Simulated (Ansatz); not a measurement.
The starting structures come from a database of crystals and need not be the phases stable at ambient conditions.

 Where the default PAW files enter, the runs use the earlier of Ansatz's two default sets.

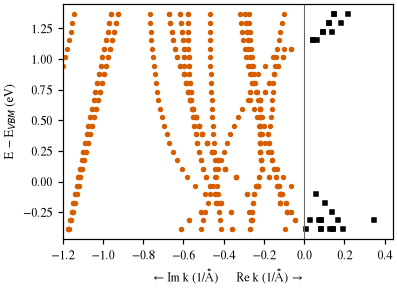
*Complex bands at the centre of the two-dimensional zone; PBEsol (Ansatz, a quantum-chemistry and plane-wave program)*

The gap is the functional's own, uncorrected, and κ follows it; spin-orbit coupling is left out. Mid-gap values are interpolated between the computed energies.

Question: This is SnS$_{2}$ (Fd-3m, not sure to be the ambient phase, 12 atoms a cell, 23.6 Å³ an atom) along the normal of (001). Read off the slowest decay at the centre of the two-dimensional zone at 0.59 eV, the computed energy nearest the middle of the gap.

Answer: κ ≈ 0.16 1/Å, a decay length 1/(2κ) of the density of 3.1 Å.
